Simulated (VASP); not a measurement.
Band structure of CoAl (CsCl type). Computed with r2SCAN meta-GGA, VASP's PBE PAW potentials (set 64) (plane waves; VASP 6.6.1).

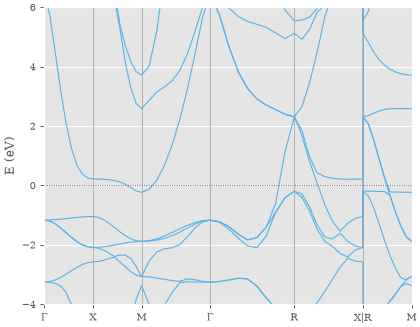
Figure. Bands along high-symmetry lines, zero at the valence-band maximum or, without a gap, the Fermi level

Question: Read the plot: is there a gap, and where are the band edges?

Answer: It has no gap at this level: it comes out as a metal or semimetal.

The compound is CoAl in the CsCl type structure. It was relaxed first. The run is not spin-polarised, so no magnetic state was tried.
